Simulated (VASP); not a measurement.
Band structure of PbS (relaxed from the WC structure, space group P-6m2). These are r2SCAN meta-GGA, VASP's PBE PAW potentials (set 64) (plane waves; VASP) values and carry that method's errors.

Unless said otherwise, spin-orbit coupling is left out, though it shifts the bands of the heavy elements here.

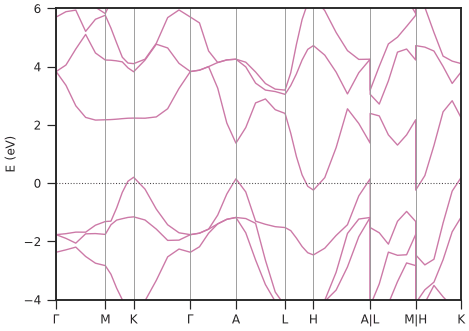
Figure. Bands along high-symmetry lines, zero at the valence-band maximum or, without a gap, the Fermi level

Question: Read the plot: is there a gap, and where are the band edges?

Answer: It has no gap at this level: it comes out as a metal or semimetal.

The structure was generated: PbS was put into the WC type (P-6m2), which need not be its known phase. It was relaxed first, which changed the volume by +8 %.
